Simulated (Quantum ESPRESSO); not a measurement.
One Al site of Al$_{2}$O$_{3}$ in R-3c, with the coupling taken from a PBE PAW density (pw.x of a modified build of Quantum ESPRESSO, JTH datasets) with the all-electron reconstruction of Petrilli and co-workers (|Q| = 0.1466 barn). The cell was made here from an entry of the Crystallography Open Database (unchecked): atoms relaxed with PBE in the measured cell (PBE without dispersion, pw.x of Quantum ESPRESSO, symmetry kept).  Stability against distortions was not tested. Cores are frozen. Against all-electron runs on small test molecules, this scheme's |Vzz| missed by −7 % on Al, −2 to +6 % on O.

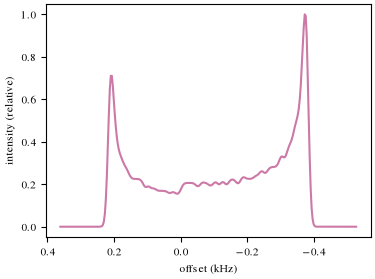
Figure. Simulated static powder pattern of the ²⁷Al central transition at 18.8 T (Larmor frequency ν0 = 208.7 MHz, I = 5/2), second-order quadrupolar broadening alone, zero at the isotropic chemical shift

Task: Estimate |C_Q| and η_Q from the pattern.

Result: 
|C_Q| ≈ 2.0 MHz and η_Q ≈ 0.0. The pattern runs from -0.380 to 0.214 kHz before smoothing, a width that goes as C_Q²/ν0, with its centre of gravity at -0.114 kHz.
